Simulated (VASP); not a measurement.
Band structure of Cr (bcc, AFM order). These are PBE GGA, VASP's PBE PAW potentials (set 64) (plane waves; VASP) values and carry that method's errors.

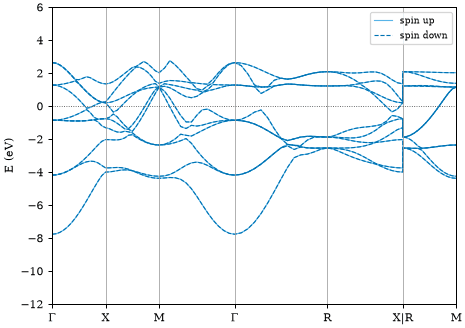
Bands along high-symmetry lines, zero at the valence-band maximum or, without a gap, the Fermi level

**Question.** Read the plot: is there a gap, and where are the band edges?

**Answer.** It has no gap at this level: it comes out as a metal or semimetal. (Edges off the drawn lines would not show.)

The compound is Cr in the bcc, AFM order structure. It was relaxed first.
